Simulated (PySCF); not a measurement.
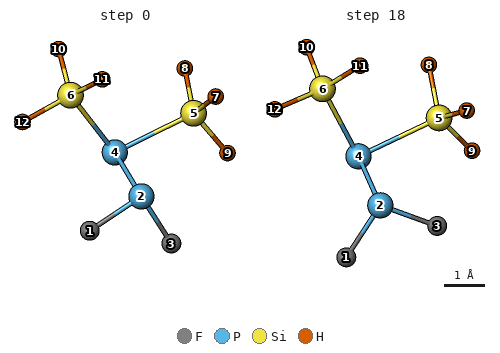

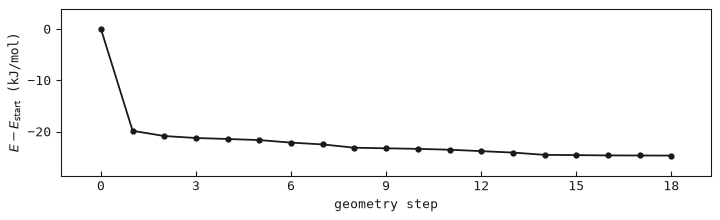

First and last geometry of a relaxation of Si2P2H6F2, with the history of the run. Style: ball-and-stick. Shown at a tilt.

The start comes from GFN2-xTB. Its atoms were then displaced at random by about 0.01 Å.

Level of theory: PBE0-D3(BJ)/def2-SVP geometry optimisation, gas phase (PySCF). 

### Read the history and describe the run.

It converged. The energy falls by 24.7 kJ/mol in 18 geometry steps. F1 moves most after the best rigid fit: 0.85 Å. By element the largest moves are F 0.85 Å, H 0.46 Å, P 0.38 Å, Si 0.19 Å. Among the contacts that change: P2–P4 2.163 → 2.239 Å, Si5–H7 1.453 → 1.494 Å, Si6–H11 1.458 → 1.496 Å, P4–Si5 2.232 → 2.269 Å. Among the angles between lasting bonds that change: Si5–P4–Si6 102.4° → 95.5°, P2–P4–Si6 90.0° → 95.5°, P4–Si5–H9 105.0° → 109.4°. Groups turn about P2–P4 by about 40°.
